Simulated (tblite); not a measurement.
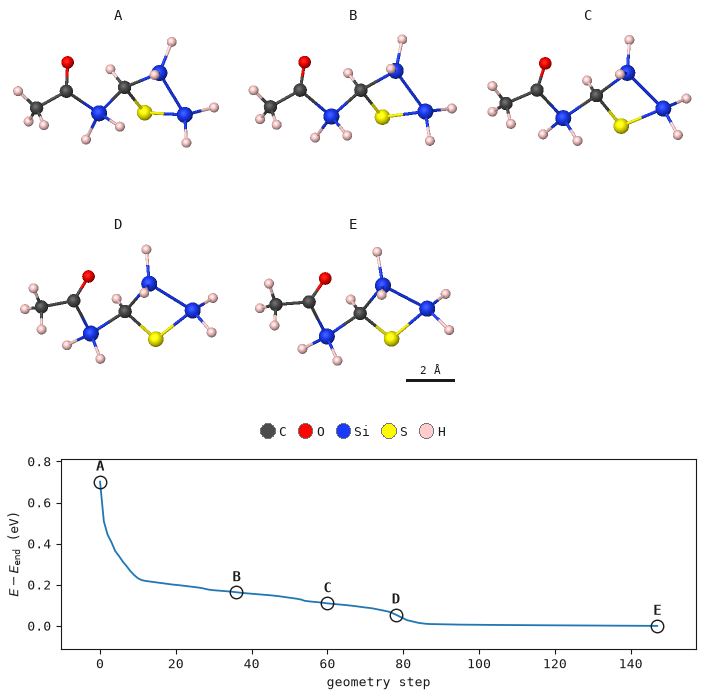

Frames of a relaxation of C$_{3}$H$_{10}$OSSi$_{3}$, marked on the history of the run. The picture is a ball-and-stick view, seen from a free direction.

The calculation used tblite, GFN2-xTB geometry optimisation, gas phase. 

What happens along the run?

Over 147 geometry steps the energy falls by 0.702 eV. The atom that moves furthest after the best rigid fit is an H atom (1.49 Å). Largest moves by element: H 1.49 Å, O 1.00 Å, S 1.00 Å, Si 0.73 Å, C 0.72 Å. Among the contacts that change: O–Si 4.039 → 2.579 Å, Si–Si 2.230 → 2.337 Å, C–Si 1.841 → 1.930 Å, C–Si 1.864 → 1.943 Å. Among the angles between lasting bonds that change: C–Si–C 112.4° → 97.1°, S–Si–H 115.9° → 106.2°, H–Si–H 115.2° → 105.8°. Groups turn about C–Si by about 45°, C–Si by about 35°, C–S by about 35°. The run took 2.8 s on 1 thread of Arm Neoverse N1 (shared host). From step 0 to 36: an H atom moves most (0.50 Å), energy −0.538 eV. From step 36 to 60: an H atom moves most (0.60 Å), energy −0.054 eV. From step 60 to 78: O and H atoms move most (0.61 Å), energy −0.054 eV. From step 78 to 147: an H atom moves most (0.25 Å), energy −0.055 eV.
